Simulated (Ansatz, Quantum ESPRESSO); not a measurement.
# SnAs (Fm-3m): phonons and their coupling to the electrons, part 4 of 4

Wanted: the coupling constant λ of SnAs (Fm-3m) at ambient pressure.

Quantum ESPRESSO 7.5; DFT PBEsol, scalar-relativistic, plane waves, GBRV ultrasoft pseudopotentials.

So far, electron-phonon coupling constant: step 10 (sums over the zone) 0.495. Also logarithmic mean frequency weighted by the coupling (K): step 10 169.

The database entry behind the starting cell differs from later determinations by our own check (an axis about 0.7 % short against later determinations), so it need not match the best structure at ambient conditions.

**11. The same in Ansatz (continued)**

Level of this step: DFT PBEsol, scalar-relativistic, plane waves, PseudoDojo norm-conserving pseudopotentials (Ansatz).

The alpha^2 F has structure finer than the step of the table below, so its rows give means over 1 meV, whole bins alone (the curve runs from 0.039 to 20.0 meV). Peaks (meV: height): 17.0: 1.01, 18.2: 1.16.

The alpha^2 F by phonon energy; means over each step:

| phonon energy (meV) | alpha^2 F |
| --- | --- |
| 1 | 1.3e-4 |
| 2 | 0.00107 |
| 3 | 0.00258 |
| 4 | 0.00415 |
| 5 | 0.00789 |
| 6 | 0.0301 |
| 7 | 0.0465 |
| 8 | 0.0739 |
| 9 | 0.0738 |
| 10 | 0.0735 |
| 11 | 0.0738 |
| 12 | 0.0989 |
| 13 | 0.191 |
| 14 | 0.249 |
| 15 | 0.327 |
| 16 | 0.400 |
| 17 | 0.725 |
| 18 | 0.779 |
| 19 | 0.190 |

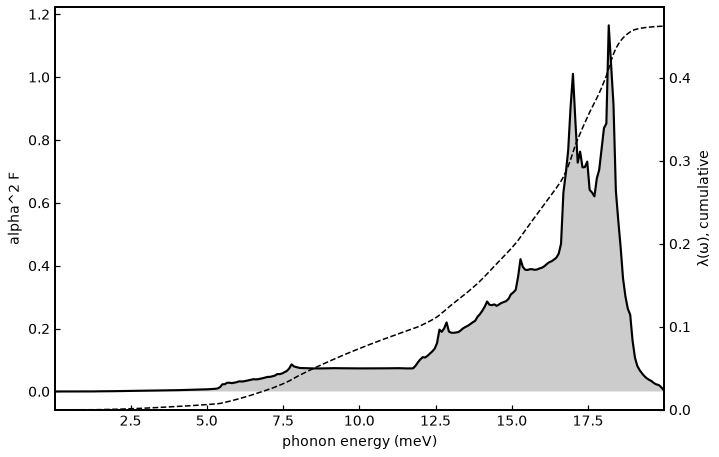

Alpha^2 F against phonon energy. The dashed line is the running λ.

**12. The two compared: QE GBRV and Ansatz, PseudoDojo**

Numbers from this step:

- root-mean-square difference: 0.78 cm⁻¹
- largest difference: 1.41 cm⁻¹
- root-mean-square difference on the path: 0.8 cm⁻¹
- largest difference on the path: 1.4 cm⁻¹

The 12 of 48 modes that differ most. Frequencies side by side:

| q (reciprocal lattice) | mode | QE GBRV (cm⁻¹) | Ansatz, PseudoDojo (cm⁻¹) |
| --- | --- | --- | --- |
| 0 0 0 | 1 | -11.23 | 0 |
| 0 0 0 | 2 | -11.23 | 0 |
| 0 0 0 | 3 | -11.23 | 0 |
| 0 0 0 | 4 | 92.65 | 93.91 |
| 0 0 0 | 5 | 92.65 | 93.91 |
| 0 0 0 | 6 | 92.65 | 93.91 |
| 0 0.25 0.25 | 1 | 39.46 | 40.75 |
| 0 0.25 0.25 | 2 | 39.46 | 40.75 |
| 0 -0.5 -0.5 | 1 | 42.15 | 43.56 |
| 0 -0.5 -0.5 | 2 | 42.15 | 43.56 |
| 0 -0.5 -0.5 | 3 | 61.51 | 62.69 |
| 0.25 -0.5 -0.25 | 1 | 58.14 | 59.23 |

The two runs side by side. Further quantities:

| quantity | QE GBRV | Ansatz, PseudoDojo |
| --- | --- | --- |
| λ | 0.495 | 0.462 |
| ω_log (K) | 169.2 | 160.7 |

The interpolated bands of the two lie on top of each other.

At the solved wavevectors the largest difference (acoustic modes at Γ apart) is 0.9 % of the highest mode, but 3 % of the mode at 42 cm⁻¹ on which it sits; λ differs by 7.1 %.

**13. Outcome**

| Quantity | Value |
| --- | --- |
| space group after relaxation | Fm-3m |
| volume per atom | 23.3 Å³ |
| highest optical zone-centre mode (no LO-TO term) | 92.7 cm⁻¹ |
| q mesh | 4×4×4 |
| lowest mode on the q mesh (acoustic ones at the zone centre apart) | 39.5 cm⁻¹ |
| zero-point energy per atom | 20.6 meV |
| heat capacity at 300 K | 24.3 J/(mol atoms K) |
| vibrational entropy at 300 K | 42.5 J/(mol atoms K) |
| coupling constant for broadenings of 0.01 to 0.04 Ry | 0.49 to 0.54 |
| logarithmic mean frequency over the same range | 168 to 173 K |
| imaginary modes on the q mesh | none |
| largest difference from Ansatz, PseudoDojo | 1.41 cm⁻¹ |

**Reading.** λ is about 0.52 and holds within 15 % over the middle broadenings, a moderate coupling. λ is 0.49 by Gaussian broadening on the dense mesh and 0.46 by Ansatz's sums without a broadening; neither is converged in the meshes. SnAs (Fm-3m) is dynamically stable on the 4×4×4 mesh; its spectrum reaches 164 cm⁻¹. At the PBEsol level the optical modes of SnAs (Fm-3m) at the zone centre lie at 93 cm⁻¹. QE GBRV and Ansatz, PseudoDojo differ by 0.8 cm⁻¹ in the root mean square and by 1.4 cm⁻¹ at most, 0.9 % of the highest mode compared (acoustic modes at Γ left out; ph.x's values are those before the sum rule); the two use different potentials, and the cell was not relaxed for the second set. These are harmonic frequencies at zero temperature: anharmonic shifts and linewidths and thermal expansion are left out. In a metal the frequencies hang on the k mesh and the smearing, most of all near Kohn anomalies. The runs are without spin polarisation, although the cell has an odd electron count or an open d or f shell, so a magnetic state was not tested.

[Hosts, paths, dates, database ids (printed as entryN), source tags and the programs' standing remarks are cut or masked in the printed files.]
